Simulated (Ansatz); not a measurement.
```json
{"atom": "Al", "x (Å)": "-1.0390", "y (Å)": "0.4425", "z (Å)": "-0.8123"}
{"atom": "Al", "x (Å)": "0.9412", "y (Å)": "-0.0758", "z (Å)": "0.7893"}
{"atom": "I", "x (Å)": "1.6178", "y (Å)": "-2.4690", "z (Å)": "0.9710"}
{"atom": "H", "x (Å)": "-1.7518", "y (Å)": "-0.7329", "z (Å)": "-1.6096"}
{"atom": "H", "x (Å)": "-1.5731", "y (Å)": "1.9273", "z (Å)": "-1.0260"}
{"atom": "H", "x (Å)": "1.8049", "y (Å)": "0.9079", "z (Å)": "1.6875"}
```

Geometry: PBE0-D4/def2-TZVP; core potentials replace the inner electrons of I.

All numbers below come from RKS PBE0-D4/def2-TZVPP in Ansatz.

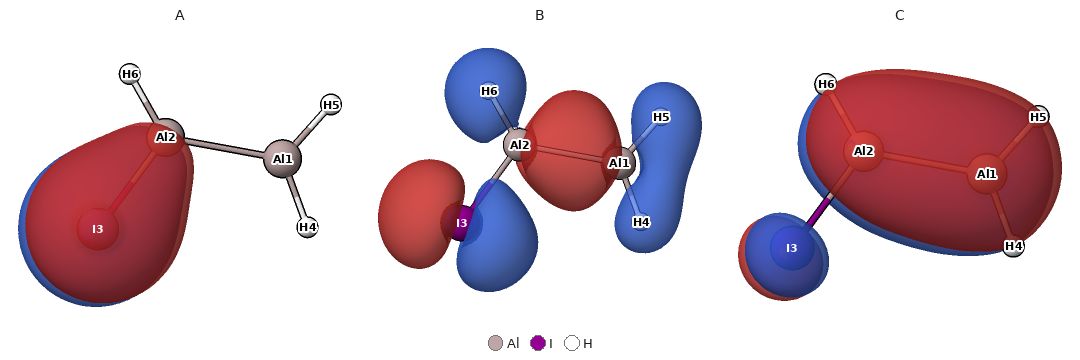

Al$_{2}$H$_{3}$I (SMILES [AlH2][AlH][I]). Three frontier orbitals at ±0.06 Å⁻³ᐟ² (blue and red are the two phases), in no order.

### Order the three orbitals by energy and name them.

A is the HOMO−1 (−7.91 eV). It lies mainly on I3 (about 90 %); it changes sign across the molecular plane (π type). B is the HOMO (−6.99 eV). It lies mainly on I3 (about 35 %), Al1 (about 25 %), Al2 (about 25 %) and H6 (about 10 %); it is symmetric in the molecular plane (an in-plane orbital: σ, lone-pair or in-plane π type). C is the LUMO (−3.04 eV). Its weight (Hirshfeld) is mainly on Al1 (about 50 %), Al2 (about 40 %) and I3 (about 5 %); it changes sign across the molecular plane (π type); π-bonding across Al1–Al2.

### What is the HOMO–LUMO gap?

3.95 eV between the orbital energies.
